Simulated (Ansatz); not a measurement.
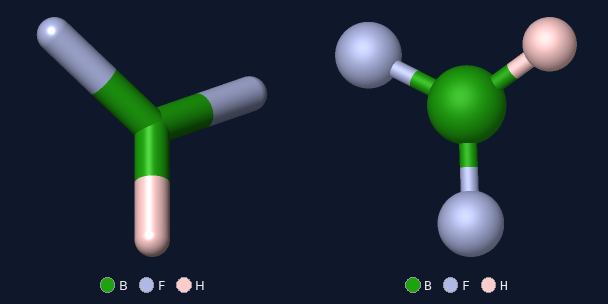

Two views of one molecule.

The geometry was computed by an optimisation with PBE0-D4/def2-TZVP.

Describe the molecule.

Formula BF2H. The point group is C2v. All atoms lie on one plane. Coordination: 1 B trigonal planar.

The parts below concern this one geometry. Atoms keep their numbers from picture to picture.

## Geometry

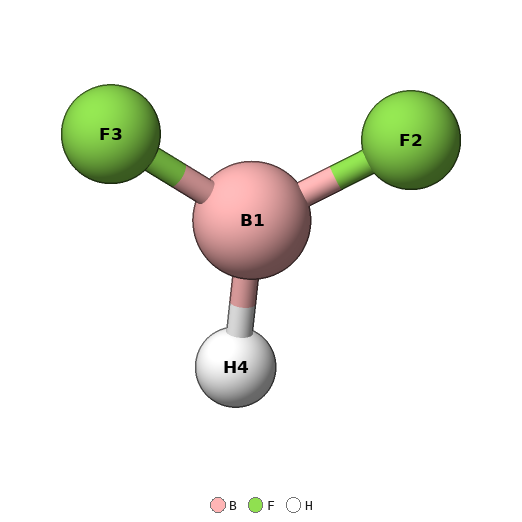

Atoms carry their numbers in the input.

Give the bond lengths.

```json
{"bond": "B1–F2", "length (Å)": "1.313"}
{"bond": "B1–F3", "length (Å)": "1.313"}
{"bond": "B1–H4", "length (Å)": "1.191"}
```

## Vibrations

Harmonic vibrations computed with RKS PBE0-D4/def2-TZVP (Ansatz 0.2.0) at a stationary point of the same level.

How many vibrational modes are there, and where do they lie?

6 modes: 539, 925, 1088, 1187, 1445, 2694 cm⁻¹.

## Electronic properties

Method: RKS PBE0-D4/def2-TZVPP (Ansatz 0.2.0).

What is the HOMO energy (Kohn–Sham orbital)?

−10.86 eV.

Give the HOMO–LUMO gap at this level.

10.54 eV.

## Dipole moment

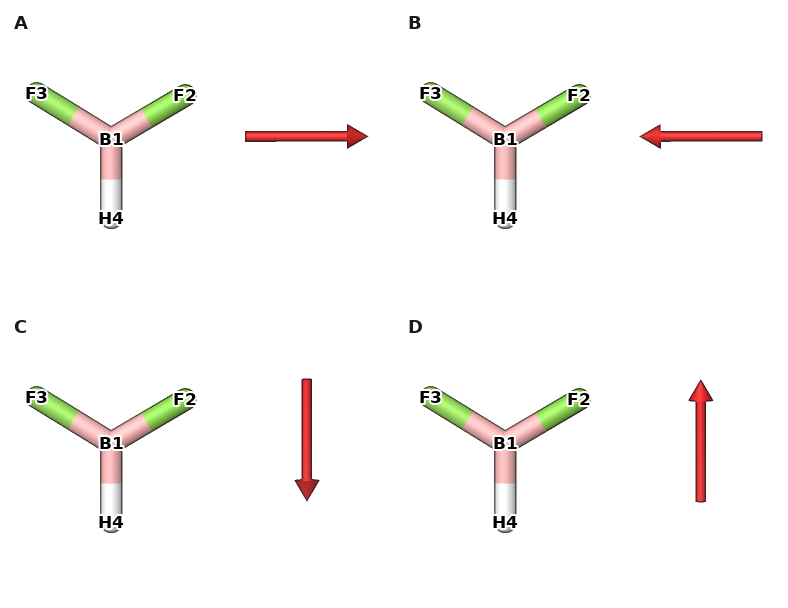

The same molecule four times, each with an arrow. Properties computed with RKS PBE0-D4/def2-TZVP (Ansatz 0.2.0).

Which arrow points along the dipole moment, from the negative to the positive end?

C. The dipole moment is 0.89 D; it points from the side of F2, F3 to the side of H4 (the outermost atoms at the two ends).
